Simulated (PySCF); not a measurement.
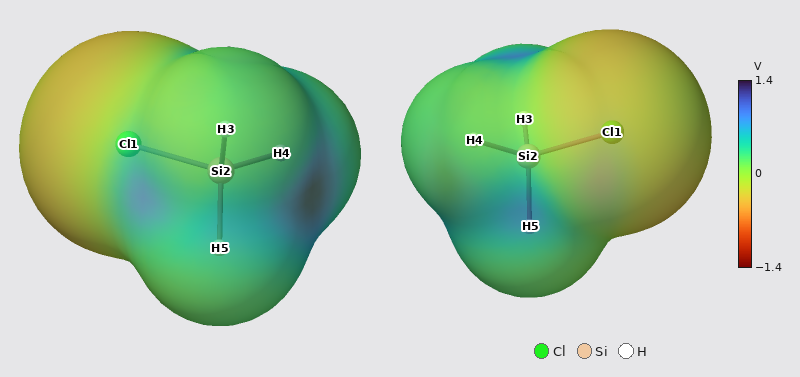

Figure. ClH$_{3}$Si, SMILES `Cl[SiH3]`. Electrostatic potential on the surface of electron density 0.001 a.u. (back view left, front view right).

Level of theory: ωB97X/def2-TZVP (PySCF), at a geometry from GFN2-xTB. No frequency check shows the geometry to be a minimum. GFN2-xTB bond lengths at metals and heavier atoms can be off by up to 0.1 Å and shapes distorted, which carries into these values.

Cartesian coordinates (Å):

```
Cl1     -1.0452    0.0000    0.0000
Si2      0.9650   -0.0000    0.0001
H3       1.4193   -1.2584   -0.5812
H4       1.4206    0.1260    1.3789
H5       1.4192    1.1326   -0.7992
```

Question: Where are the extremes of the potential on the surface?

Answer: Highest: 1.39 V, near Si2 (1.99 Å), H3 (2.03 Å), H4 (2.07 Å) and H5 (2.10 Å). Further maxima include 0.83 V, near H4 (2.00 Å), H3 (2.01 Å) and Si2 (2.08 Å), and at like points elsewhere; −0.03 V, 2.0 Å from Cl1. Lowest: −0.35 V, 2.1 Å from Cl1, and at like points elsewhere. The surface is sampled at points, so like sites can differ by a few per cent and only the strongest of them is named.

Run time: 4.1 s on 1 thread of Intel(R) Xeon(R) 6975P-C (Granite Rapids) (shared host), peak memory 0.39 GiB.
